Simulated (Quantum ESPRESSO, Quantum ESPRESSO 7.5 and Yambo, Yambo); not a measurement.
# Quasiparticle gap of LiF (Griceite) in Yambo

Aim: the G0W0 gap of LiF (Griceite) on PBE, step by step.

Main program and level: Quantum ESPRESSO 7.5 and Yambo 5.3.0; PBE and many-body steps on it, plane waves.

### Step 1. Set-up

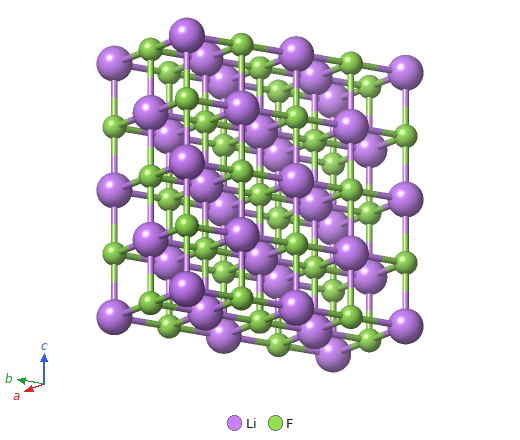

Start, viewed from a free direction; lithium purple, fluorine green. 1×2×2 cells are drawn. This picture shows the conventional cell, with its axes. Some periodic images of atoms are drawn too.

The cell and positions come from the Crystallography Open Database and are kept as given unless a step says otherwise.

### Step 2. Ground state

This step: Quantum ESPRESSO 7.5; DFT, PBE, plane waves, norm-conserving pseudopotentials.

The ground-state density comes first.

Contents of pw.in:

```
&control
  calculation = 'scf'
  prefix = 'x'
  outdir = 'o'
  pseudo_dir = 'pseudo'
/
&system
  ibrav = 0
  nat = 2
  ntyp = 2
  ecutwfc = 72.0
  nbnd = 10
  force_symmorphic = .true.
/
&electrons
  conv_thr = 1e-10
  electron_maxstep = 80
  mixing_beta = 0.5
/
ATOMIC_SPECIES
  Li 6.94 Li.upf
  F 18.998 F.upf
CELL_PARAMETERS angstrom
  0.0000000000 2.0140000000 2.0140000000
  2.0140000000 0.0000000000 2.0140000000
  2.0140000000 2.0140000000 -0.0000000000
ATOMIC_POSITIONS crystal
  Li 0.0000000000 0.0000000000 0.0000000000
  F 0.5000000000 0.5000000000 0.5000000000
K_POINTS automatic
  8 8 8 0 0 0
```

Started as:

```bash
OMP_NUM_THREADS=1 mpirun -n 4 pw.x -nk 4 -in pw.in > pw.out
```

Log:

```text
Program PWSCF v.7.5 starts

     This program is part of the open-source Quantum ESPRESSO suite
     for quantum simulation of materials; please cite
         "P. Giannozzi et al., J. Phys.:Condens. Matter 21 395502 (2009);
         "P. Giannozzi et al., J. Phys.:Condens. Matter 29 465901 (2017);
         "P. Giannozzi et al., J. Chem. Phys. 152 154105 (2020);
     in publications or presentations arising from this work. More details at
     Message from routine setup:
     using ibrav=0 with symmetry is DISCOURAGED, use correct ibrav instead

     G-vector sticks info

     bravais-lattice index     =            0
     lattice parameter (alat)  =       5.3824  a.u.
     unit-cell volume          =     110.2567 (a.u.)^3
     number of atoms/cell      =            2
     number of atomic types    =            2
     number of electrons       =        10.00
     number of Kohn-Sham states=           10
     kinetic-energy cutoff     =      72.0000  Ry
     charge density cutoff     =     288.0000  Ry
     scf convergence threshold =      1.0E-10
     mixing beta               =       0.5000
     number of iterations used =            8  plain     mixing
     Exchange-correlation= PBE
                           (   1   4   3   4   0   0   0)

     celldm(1)=   5.382367  celldm(2)=   0.000000  celldm(3)=   0.000000
     celldm(4)=   0.000000  celldm(5)=   0.000000  celldm(6)=   0.000000

     crystal axes: (cart. coord. in units of alat)
               a(1) = (   0.000000   0.707107   0.707107 )
               a(2) = (   0.707107   0.000000   0.707107 )
               a(3) = (   0.707107   0.707107  -0.000000 )

     reciprocal axes: (cart. coord. in units 2 pi/alat)
               b(1) = ( -0.707107  0.707107  0.707107 )
               b(2) = (  0.707107 -0.707107  0.707107 )
               b(3) = (  0.707107  0.707107 -0.707107 )
     Pseudo is Norm-conserving, Zval =  3.0
     Generated using ONCVPSP code by D. R. Hamann
     Using radial grid of 1944 points,  4 beta functions with:
     Pseudo is Norm-conserving + core correction, Zval =  7.0
     Generated using ONCVPSP code by D. R. Hamann
     Using radial grid of  832 points,  5 beta functions with:
     Li                3.00     6.94000     Li( 1.00)
     F                 7.00    18.99800     F ( 1.00)

     48 Sym. Ops., with inversion, found

   Cartesian axes

     site n.     atom                  positions (alat units)
         1        Li     tau(   1) = (   0.0000000   0.0000000   0.0000000  )
         2        F      tau(   2) = (   0.7071068   0.7071068   0.7071068  )

     number of k points=    29
                       cart. coord. in units 2pi/alat
        k(    1) = (   0.0000000   0.0000000   0.0000000), wk =   0.0039062
        k(    2) = (   0.0883883   0.0883883  -0.0883883), wk =   0.0312500
        k(    3) = (   0.1767767   0.1767767  -0.1767767), wk =   0.0312500
        k(    4) = (   0.2651650   0.2651650  -0.2651650), wk =   0.0312500
        k(    5) = (  -0.3535534  -0.3535534   0.3535534), wk =   0.0156250
        k(    6) = (   0.1767767   0.0000000   0.0000000), wk =   0.0234375
        k(    7) = (   0.2651650   0.0883883  -0.0883883), wk =   0.0937500
        k(    8) = (   0.3535534   0.1767767  -0.1767767), wk =   0.0937500
        k(    9) = (  -0.2651650  -0.4419417   0.4419417), wk =   0.0937500
        k(   10) = (  -0.1767767  -0.3535534   0.3535534), wk =   0.0937500
     [... 17 further rows ...]
        k(   28) = (  -0.7071068   0.1767767  -0.0000000), wk =   0.0468750
        k(   29) = (  -0.7071068   0.3535534   0.0000000), wk =   0.0234375

     Dense  grid:     9185 G-vectors     FFT dimensions: (  30,  30,  30)

     Initial potential from superposition of free atoms

     starting charge       9.9954, renormalised to      10.0000
     Starting wfcs are    6 randomized atomic wfcs +    4 random wfcs

     per-process dynamical memory:    10.8 Mb

     Self-consistent Calculation

     iteration #  1     ecut=    72.00 Ry     beta= 0.50

     total energy              =     -63.94789897 Ry
     estimated scf accuracy    <       0.11923085 Ry

     iteration #  2     ecut=    72.00 Ry     beta= 0.50

     total energy              =     -63.97944565 Ry
     estimated scf accuracy    <       0.01212648 Ry

     iteration #  3     ecut=    72.00 Ry     beta= 0.50

     total energy              =     -63.98144994 Ry
     estimated scf accuracy    <       0.00133569 Ry

     iteration #  4     ecut=    72.00 Ry     beta= 0.50

     total energy              =     -63.98156812 Ry
     estimated scf accuracy    <       0.00003780 Ry

     iteration #  5     ecut=    72.00 Ry     beta= 0.50

     total energy              =     -63.98157171 Ry
     estimated scf accuracy    <       0.00000354 Ry

     iteration #  6     ecut=    72.00 Ry     beta= 0.50

     total energy              =     -63.98157240 Ry
     estimated scf accuracy    <          8.2E-09 Ry

     iteration #  7     ecut=    72.00 Ry     beta= 0.50

     total energy              =     -63.98157241 Ry
     estimated scf accuracy    <          4.4E-09 Ry

     iteration #  8     ecut=    72.00 Ry     beta= 0.50

     total energy              =     -63.98157241 Ry
     estimated scf accuracy    <          2.9E-10 Ry

     iteration #  9     ecut=    72.00 Ry     beta= 0.50

     End of self-consistent calculation

          k = 0.0000 0.0000 0.0000 (  1139 PWs)   bands (ev):

   -39.9378 -18.9883   0.9065   0.9065   0.9065  10.0211  24.8974  24.8974
    24.8974  25.3125

          k = 0.0884 0.0884-0.0884 (  1143 PWs)   bands (ev):

   -39.9292 -18.9290   0.4741   0.8716   0.8716  10.4588  21.5470  23.2809
    23.2809  26.5804

          k = 0.1768 0.1768-0.1768 (  1131 PWs)   bands (ev):

   -39.9086 -18.7808  -0.4525   0.7900   0.7900  11.2836  18.8900  21.5015
    21.5015  27.9954

          k = 0.2652 0.2652-0.2652 (  1143 PWs)   bands (ev):

     [... further k-points ...]

     highest occupied, lowest unoccupied level (ev):     0.9065   10.0211

!    total energy              =     -63.98157241 Ry
     estimated scf accuracy    <          2.3E-11 Ry

     The total energy is the sum of the following terms:
     one-electron contribution =     -25.10600909 Ry
     hartree contribution      =      16.67746653 Ry
     xc contribution           =     -14.60475319 Ry
     ewald contribution        =     -40.94827666 Ry

     convergence has been achieved in   9 iterations

     XML data file, charge density, pseudopotentials, collected wavefunctions

=------------------------------------------------------------------------------=
   JOB DONE.
=------------------------------------------------------------------------------=
```

Wall time 1.8 s (4 MPI ranks of Arm Neoverse V2, shared host); peak memory 0.05 GiB.

This step gave:

* total energy: -870.5136 eV
* gap: 9.115 eV
* k of the valence top: 0, 0, 0
* k of the conduction bottom: 0, 0, 0
* least direct gap: 9.115 eV

The gap is direct, at Γ.

### Step 3. Bands along the symmetry lines

The cheap functional maps the bands first; the places of the edges decide which points the dearer methods must see.

Contents of pw.in:

```
&control
  calculation = 'bands'
  prefix = 'x'
  outdir = 'o'
  pseudo_dir = 'pseudo'
/
&system
  ibrav = 0
  nat = 2
  ntyp = 2
  ecutwfc = 72.0
  nbnd = 11
  force_symmorphic = .true.
/
&electrons
  conv_thr = 1e-9
  electron_maxstep = 80
  diago_full_acc = .true.
  diago_thr_init = 5e-6
/
ATOMIC_SPECIES
  Li 6.94 Li.upf
  F 18.998 F.upf
CELL_PARAMETERS angstrom
  0.0000000000 2.0140000000 2.0140000000
  2.0140000000 0.0000000000 2.0140000000
  2.0140000000 2.0140000000 -0.0000000000
ATOMIC_POSITIONS crystal
  Li 0.0000000000 0.0000000000 0.0000000000
  F 0.5000000000 0.5000000000 0.5000000000
K_POINTS crystal
  50
  0.00000000 0.00000000 0.00000000 1
  0.06250000 0.00000000 0.06250000 1
  0.12500000 0.00000000 0.12500000 1
  0.18750000 0.00000000 0.18750000 1
  0.25000000 0.00000000 0.25000000 1
  0.31250000 0.00000000 0.31250000 1
  0.37500000 0.00000000 0.37500000 1
  0.43750000 0.00000000 0.43750000 1
  0.50000000 0.00000000 0.50000000 1
  0.51562500 0.03125000 0.51562500 1
  0.53125000 0.06250000 0.53125000 1
  0.54687500 0.09375000 0.54687500 1
  0.56250000 0.12500000 0.56250000 1
  0.57812500 0.15625000 0.57812500 1
  0.59375000 0.18750000 0.59375000 1
  0.60937500 0.21875000 0.60937500 1
  0.62500000 0.25000000 0.62500000 1
  0.37500000 0.37500000 0.75000000 1
  0.32812500 0.32812500 0.65625000 1
  0.28125000 0.28125000 0.56250000 1
  0.23437500 0.23437500 0.46875000 1
  0.18750000 0.18750000 0.37500000 1
  0.14062500 0.14062500 0.28125000 1
  0.09375000 0.09375000 0.18750000 1
  0.04687500 0.04687500 0.09375000 1
  0.00000000 0.00000000 0.00000000 1
  0.06250000 0.06250000 0.06250000 1
  0.12500000 0.12500000 0.12500000 1
  0.18750000 0.18750000 0.18750000 1
  0.25000000 0.25000000 0.25000000 1
  0.31250000 0.31250000 0.31250000 1
  0.37500000 0.37500000 0.37500000 1
  0.43750000 0.43750000 0.43750000 1
  0.50000000 0.50000000 0.50000000 1
  0.50000000 0.46875000 0.53125000 1
  0.50000000 0.43750000 0.56250000 1
  0.50000000 0.40625000 0.59375000 1
  0.50000000 0.37500000 0.62500000 1
  0.50000000 0.34375000 0.65625000 1
  0.50000000 0.31250000 0.68750000 1
  0.50000000 0.28125000 0.71875000 1
  0.50000000 0.25000000 0.75000000 1
  0.50000000 0.21875000 0.71875000 1
  0.50000000 0.18750000 0.68750000 1
  0.50000000 0.15625000 0.65625000 1
  0.50000000 0.12500000 0.62500000 1
  0.50000000 0.09375000 0.59375000 1
  0.50000000 0.06250000 0.56250000 1
  0.50000000 0.03125000 0.53125000 1
  0.50000000 0.00000000 0.50000000 1
```

Log:

```text
[banner, memory and clock lines left out]
Program PWSCF v.7.5 starts

     Atomic positions and unit cell read from directory:
     o/x.save/

     Message from routine setup:
     using ibrav=0 with symmetry is DISCOURAGED, use correct ibrav instead

     G-vector sticks info

     bravais-lattice index     =            0
     lattice parameter (alat)  =       5.3824  a.u.
     unit-cell volume          =     110.2567 (a.u.)^3
     number of atoms/cell      =            2
     number of atomic types    =            2
     number of electrons       =        10.00
     number of Kohn-Sham states=           11
     kinetic-energy cutoff     =      72.0000  Ry
     charge density cutoff     =     288.0000  Ry
     Exchange-correlation= PBE
                           (   1   4   3   4   0   0   0)

     celldm(1)=   5.382367  celldm(2)=   0.000000  celldm(3)=   0.000000
     celldm(4)=   0.000000  celldm(5)=   0.000000  celldm(6)=   0.000000

     crystal axes: (cart. coord. in units of alat)
               a(1) = (   0.000000   0.707107   0.707107 )
               a(2) = (   0.707107   0.000000   0.707107 )
               a(3) = (   0.707107   0.707107  -0.000000 )

     reciprocal axes: (cart. coord. in units 2 pi/alat)
               b(1) = ( -0.707107  0.707107  0.707107 )
               b(2) = (  0.707107 -0.707107  0.707107 )
               b(3) = (  0.707107  0.707107 -0.707107 )
     Pseudo is Norm-conserving, Zval =  3.0
     Generated using ONCVPSP code by D. R. Hamann
     Using radial grid of 1944 points,  4 beta functions with:
     Pseudo is Norm-conserving + core correction, Zval =  7.0
     Generated using ONCVPSP code by D. R. Hamann
     Using radial grid of  832 points,  5 beta functions with:
     Li                3.00     6.94000     Li( 1.00)
     F                 7.00    18.99800     F ( 1.00)

     48 Sym. Ops., with inversion, found

   Cartesian axes

     site n.     atom                  positions (alat units)
         1        Li     tau(   1) = (   0.0000000   0.0000000   0.0000000  )
         2        F      tau(   2) = (   0.7071068   0.7071068   0.7071068  )

     number of k points=    50
                       cart. coord. in units 2pi/alat
        k(    1) = (   0.0000000   0.0000000   0.0000000), wk =   0.0400000
        k(    2) = (   0.0000000   0.0883883   0.0000000), wk =   0.0400000
        k(    3) = (   0.0000000   0.1767767   0.0000000), wk =   0.0400000
[...]
[... 38 further rows ...]
        k(   49) = (   0.0441942   0.7071068   0.0000000), wk =   0.0400000
        k(   50) = (   0.0000000   0.7071068   0.0000000), wk =   0.0400000

     Dense  grid:     9185 G-vectors     FFT dimensions: (  30,  30,  30)

     The potential is recalculated from file :
     o/x.save/charge-density

     Starting wfcs are    6 randomized atomic wfcs +    5 random wfcs

     Band Structure Calculation

     End of band structure calculation

          k = 0.0000 0.0000 0.0000 (  1139 PWs)   bands (ev):

   -39.9378 -18.9883   0.9065   0.9065   0.9065  10.0211  24.8974  24.8974
    24.8974  25.3125  25.3125

          k = 0.0000 0.0884 0.0000 (  1147 PWs)   bands (ev):

   -39.9348 -18.9678   0.8035   0.8673   0.8673  10.1833  23.7304  23.7304
    24.1913  24.2895  26.8324

          k = 0.0000 0.1768 0.0000 (  1155 PWs)   bands (ev):

   -39.9265 -18.9071   0.5061   0.7562   0.7562  10.6553  22.5118  22.7158
    22.7158  23.0257  28.8911

          k =-0.0000 0.2652 0.0000 (  1146 PWs)   bands (ev):

[...]
k = 0.0000 0.4419-0.0000 (  1126 PWs)   bands (ev):

[...]
k =-0.0000 0.5303 0.0000 (  1142 PWs)   bands (ev):

[...]
k = 0.0000 0.6187-0.0000 (  1138 PWs)   bands (ev):

[...]
k = 0.4640 0.4640-0.0000 (  1141 PWs)   bands (ev):

[...]
k = 0.3315 0.3315-0.0000 (  1135 PWs)   bands (ev):

[...]
k = 0.3094 0.7071-0.0000 (  1134 PWs)   bands (ev):

[...]
k = 0.2210 0.7071-0.0000 (  1138 PWs)   bands (ev):

[...]
k = 0.1768 0.7071-0.0000 (  1142 PWs)   bands (ev):

[...]
k = 0.0442 0.7071 0.0000 (  1142 PWs)   bands (ev):

   -39.8644 -18.2931  -2.0598  -0.1059  -0.0759  15.7296  17.3711  18.3945
    21.1240  21.3413  34.3419

          k = 0.0000 0.7071 0.0000 (  1138 PWs)   bands (ev):

   -39.8644 -18.2921  -2.0764  -0.0833  -0.0833  15.7282  17.4514  18.3945
    21.1639  21.1639  34.3039

     XML data file, pseudopotentials, collected wavefunctions
```

It took 1.2 s on 4 MPI ranks; peak memory 0.05 GiB.

This step gave:

- gap: 9.114 eV
- k of the valence top: 0.0469, 0.0469, 0.0938
- k of the conduction bottom: 0, 0, 0
- least direct gap: 9.115 eV

The gap is 9.114 eV, −0.001 eV from the run before at this level.

The electronic bands at the labelled points (eV, zero at the top of the highest filled band; v1 is the highest filled band, c1 the lowest empty one):

```csv
point,v4,v3,v2,v1,c1,c2,c3,c4
Γ,-19.90,0.00,0.00,0.00,9.11,23.99,23.99,23.99
X,-19.20,-2.98,-0.99,-0.99,14.82,16.54,17.49,20.26
U,-19.24,-2.48,-1.55,-0.73,14.53,14.92,18.45,19.69
jump to K,-19.24,-2.48,-1.55,-0.73,14.53,14.92,18.45,19.69
Γ,-19.90,0.00,0.00,0.00,9.11,23.99,23.99,23.99
L,-19.46,-2.50,-0.23,-0.23,10.83,16.74,18.94,18.94
W,-19.23,-2.06,-2.06,-0.79,15.08,15.08,17.48,19.28
X,-19.20,-2.98,-0.99,-0.99,14.82,16.54,17.49,20.26
```

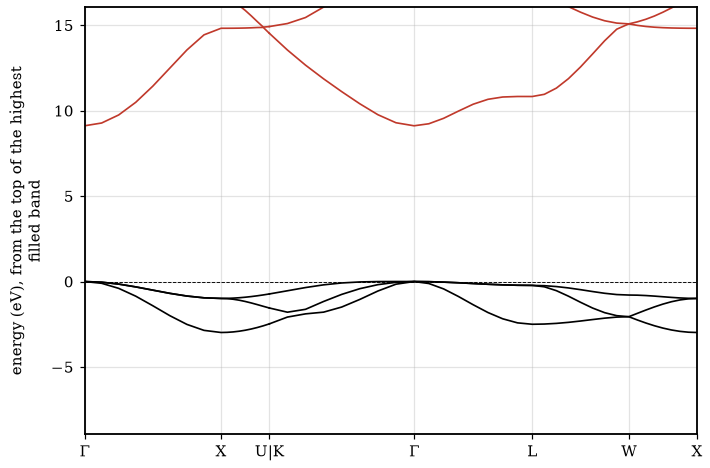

Electronic bands along the path; lines of filled and empty bands in two colours.

### Step 4. Empty states on the mesh, 8×8×8 mesh, 73 bands

The sums over transitions need many empty states on a uniform mesh; this step solves for them.

Contents of pw.in:

```
&control
  calculation = 'nscf'
  prefix = 'x'
  outdir = 'o'
  pseudo_dir = 'pseudo'
/
&system
  ibrav = 0
  nat = 2
  ntyp = 2
  ecutwfc = 72.0
  nbnd = 73
  force_symmorphic = .true.
/
&electrons
  conv_thr = 1e-9
  electron_maxstep = 80
  diago_full_acc = .true.
  diago_thr_init = 5e-6
/
ATOMIC_SPECIES
  Li 6.94 Li.upf
  F 18.998 F.upf
CELL_PARAMETERS angstrom
  0.0000000000 2.0140000000 2.0140000000
  2.0140000000 0.0000000000 2.0140000000
  2.0140000000 2.0140000000 -0.0000000000
ATOMIC_POSITIONS crystal
  Li 0.0000000000 0.0000000000 0.0000000000
  F 0.5000000000 0.5000000000 0.5000000000
K_POINTS automatic
  8 8 8 0 0 0
```

Log:

```text
[banner, memory and clock lines left out]
Program PWSCF v.7.5 starts

     Atomic positions and unit cell read from directory:
     o/x.save/

     Message from routine setup:
     using ibrav=0 with symmetry is DISCOURAGED, use correct ibrav instead

     G-vector sticks info

     bravais-lattice index     =            0
     lattice parameter (alat)  =       5.3824  a.u.
     unit-cell volume          =     110.2567 (a.u.)^3
     number of atoms/cell      =            2
     number of atomic types    =            2
     number of electrons       =        10.00
     number of Kohn-Sham states=           73
     kinetic-energy cutoff     =      72.0000  Ry
     charge density cutoff     =     288.0000  Ry
     Exchange-correlation= PBE
                           (   1   4   3   4   0   0   0)

     celldm(1)=   5.382367  celldm(2)=   0.000000  celldm(3)=   0.000000
     celldm(4)=   0.000000  celldm(5)=   0.000000  celldm(6)=   0.000000

     crystal axes: (cart. coord. in units of alat)
               a(1) = (   0.000000   0.707107   0.707107 )
               a(2) = (   0.707107   0.000000   0.707107 )
               a(3) = (   0.707107   0.707107  -0.000000 )

     reciprocal axes: (cart. coord. in units 2 pi/alat)
               b(1) = ( -0.707107  0.707107  0.707107 )
               b(2) = (  0.707107 -0.707107  0.707107 )
               b(3) = (  0.707107  0.707107 -0.707107 )
     Pseudo is Norm-conserving, Zval =  3.0
     Generated using ONCVPSP code by D. R. Hamann
     Using radial grid of 1944 points,  4 beta functions with:
     Pseudo is Norm-conserving + core correction, Zval =  7.0
     Generated using ONCVPSP code by D. R. Hamann
     Using radial grid of  832 points,  5 beta functions with:
     Li                3.00     6.94000     Li( 1.00)
     F                 7.00    18.99800     F ( 1.00)

     48 Sym. Ops., with inversion, found

   Cartesian axes

     site n.     atom                  positions (alat units)
         1        Li     tau(   1) = (   0.0000000   0.0000000   0.0000000  )
         2        F      tau(   2) = (   0.7071068   0.7071068   0.7071068  )

     number of k points=    29
                       cart. coord. in units 2pi/alat
        k(    1) = (   0.0000000   0.0000000   0.0000000), wk =   0.0039062
        k(    2) = (   0.0883883   0.0883883  -0.0883883), wk =   0.0312500
        k(    3) = (   0.1767767   0.1767767  -0.1767767), wk =   0.0312500
[...]
[... 17 further rows ...]
        k(   28) = (  -0.7071068   0.1767767  -0.0000000), wk =   0.0468750
        k(   29) = (  -0.7071068   0.3535534   0.0000000), wk =   0.0234375

     Dense  grid:     9185 G-vectors     FFT dimensions: (  30,  30,  30)

     The potential is recalculated from file :
     o/x.save/charge-density

     Starting wfcs are    6 randomized atomic wfcs +   67 random wfcs

     Band Structure Calculation

     End of band structure calculation

          k = 0.0000 0.0000 0.0000 (  1139 PWs)   bands (ev):

   -39.9378 -18.9883   0.9065   0.9065   0.9065  10.0211  24.8974  24.8974
    24.8974  25.3125  25.3125  25.3125  28.2845  32.4832  32.4832  45.8414
    45.8414  45.8414  49.6073  65.9888  65.9888  65.9888  68.3857  69.5444
[...]
165.2396

          k = 0.0884 0.0884-0.0884 (  1143 PWs)   bands (ev):

[...]
159.2907

          k = 0.1768 0.1768-0.1768 (  1131 PWs)   bands (ev):

[...]
118.8904 118.8904 119.2692 123.1650 123.2783 123.2783 131.7572 131.7572
   132.9312 138.7910 141.2408 141.2408 145.6973 149.0941 149.0941 150.7703
   150.7703

          k = 0.2652 0.2652-0.2652 (  1143 PWs)   bands (ev):

     [... further k-points ...]

     highest occupied, lowest unoccupied level (ev):     0.9065   10.0211

     XML data file, pseudopotentials, collected wavefunctions
```

Run time: 3.8 s. Hardware: 4 MPI ranks; peak memory 0.2 GiB.

This step gave:

* gap: 9.115 eV
* k of the valence top: 0, 0, 0
* k of the conduction bottom: 0, 0, 0
* least direct gap: 9.115 eV
* k points computed: 29
* lowest point of the top converged band, above the valence top: 141.3280 eV

On this mesh the gap is 9.115 eV.

[end of part 1 of 2]

[Paths, hosts, dates, memory and timing lines, banners, echoed tables and standing remarks are left out of the program output.]

[Logs are printed without paths, hosts, clocks, repeated set-up lines and the standing remarks that a program may print on its own settings, such as how far it seeks lower states.]

[Runs of the session that timed out or met a known fault of the program may be left out.]

[Hosts, paths, dates, database ids (printed as entryN), source tags and the programs' standing remarks are cut or masked in the printed files.]
